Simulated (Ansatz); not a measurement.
# InPd (Pm-3m): Drude plasma energy against volume

The cell of InPd (Pm-3m) is scaled evenly and the response computed anew at each volume, on one mesh.

The structure is cubic, space group Pm-3m (No. 221). The conventional cell has a = 3.272 Å, b = 3.272 Å, c = 3.272 Å, α = 90.00°, β = 90.00°, γ = 90.00°. In on site a is surrounded by 8 Pd at 2.83 Å. Around Pd on site b lie 8 In at 2.83 Å.

Method: Ansatz 0.2.0, r2SCAN, independent particles, k-mesh 12×12×12 with interpolation inside its cells, Gaussian parameter 0.1 eV.

Launch of the response step: `ansatz run input.yaml --threads 4 --pin off --max-ram 8192MiB --backend cpu --events-out ev --progress --plain --runs-dir out`. The series took 3.7 min in all, on 4 threads of Intel(R) Xeon(R) Processor @ 2.50GHz (Skylake/Cascade Lake) (shared host).

```tsv
V/V₀	V (Å³, primitive cell)	Drude plasma energy (eV)
0.94	32.92	8.324
0.96	33.63	8.208
0.98	34.33	8.093
1.00	35.03	7.977
1.02	35.73	7.861
1.04	36.43	7.744
1.06	37.13	?
```

For small changes the quantity should be close to linear in ln V.

Working, on the rows shown:

| x = ln(V/V₀) | y = Drude plasma energy |
| --- | --- |
| -0.0618754 | 8.324 |
| -0.040822 | 8.208 |
| -0.0202027 | 8.093 |
| 0 | 7.977 |
| 0.0198026 | 7.861 |
| 0.0392207 | 7.744 |

Means: x̄ = -0.010646, ȳ = 8.0345. Σ(x − x̄)(y − ȳ) = -0.04101, Σ(x − x̄)² = 0.007154. Slope = -0.04101 / 0.007154 = -5.732; intercept = ȳ − slope · x̄ = 7.9735. The line misses the rows shown by at most 0.0046 eV.

**Question.** Fill in the last column of the withheld row.

**Answer.** At x = 0.058269 the line gives y = 7.6395 eV. The run gave 7.628 eV, so the extrapolation is off by 0.011 eV, 1.6 % of the range in the table.

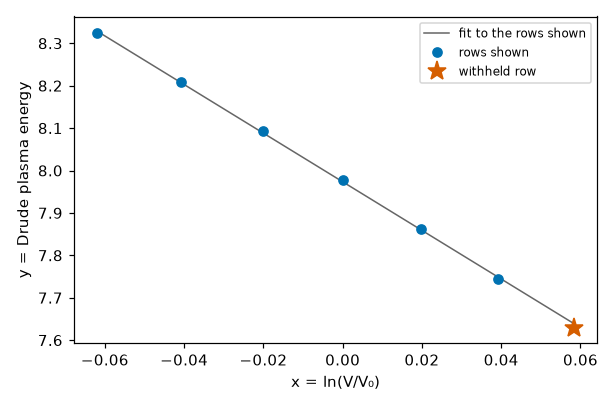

Between the rows on either side of x = 0 the slope is (7.861 − 8.093) / (0.019803 − (-0.020203)) = -5.799. So d ln ωp/d ln V = -0.73; free electrons would give −0.50. The values come from a sum over the points of one k-mesh and carry its error, which is largest for Fermi-surface quantities. Spin-orbit coupling is left out.

[Logs are printed without paths, hosts, clocks, repeated set-up lines and the standing remarks that a program may print on its own settings, such as how far it seeks lower states.]
